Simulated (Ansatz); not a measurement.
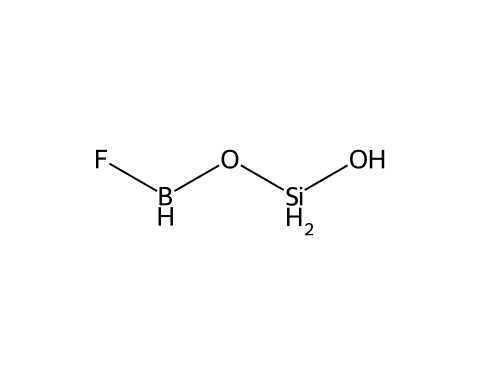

**Give its SMILES.**

O[SiH2]OBF

**Give the formula, hydrogens included.**

BFH4O2Si.

**An optimisation with PBE0-D4/def2-TZVP gave a structure of which point group?**

C1. Other conformers may differ.

The parts below concern this one geometry. Atoms keep their numbers from picture to picture. The geometry was computed by an optimisation with PBE0-D4/def2-TZVP.

Dipole moment

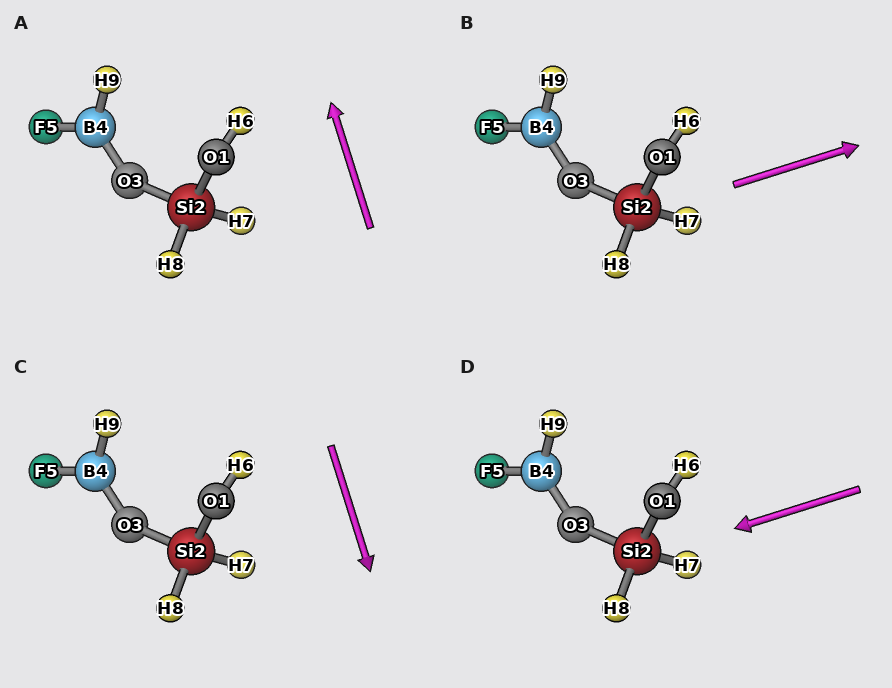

The same molecule four times, each with an arrow. Level of theory: RKS PBE0-D4/def2-TZVP (Ansatz 0.2.0).

**Which arrow points along the dipole moment, from the negative to the positive end?**

B. The dipole moment is 2.21 D; it points from the side of F5 to the side of H6 (the outermost atoms at the two ends).

Levels of theory compared

Program: Ansatz 0.2.0.

Compare HOMO energy (eV) at these levels: B3LYP-D4/def2-TZVPP; HSE06 (plane-wave form)-D4/def2-TZVPP; PBE-D4/def2-TZVPP; PBE0-D4/def2-SVP; PBE0-D4/def2-TZVPP; r2SCAN0-D4/def2-TZVPP; revPBE-D4/def2-TZVPP; ωB97M-V/def2-QZVPP; ωB97M-V/def2-SVP; ωB97M-V/def2-TZVPP; ωB97X-V/def2-TZVPP.

```tsv
level	HOMO energy (eV)
B3LYP-D4/def2-TZVPP	−9.04
HSE06 (plane-wave form)-D4/def2-TZVPP	−8.83
PBE-D4/def2-TZVPP	−7.79
PBE0-D4/def2-SVP	−9.13
PBE0-D4/def2-TZVPP	−9.24
r2SCAN0-D4/def2-TZVPP	−9.47
revPBE-D4/def2-TZVPP	−7.75
ωB97M-V/def2-QZVPP	−11.55
ωB97M-V/def2-SVP	−11.37
ωB97M-V/def2-TZVPP	−11.52
ωB97X-V/def2-TZVPP	−11.69
```

Vibrations

Harmonic vibrations computed with RKS PBE0-D4/def2-TZVP (Ansatz 0.2.0) at a stationary point of the same level.

**List the wavenumbers.**

21 modes: 52, 97, 101, 242, 321, 452, 641, 770, 815, 850, 907, 925, 953, 978, 1108, 1234, 1452, 2246, 2291, 2634, 3931 cm⁻¹.
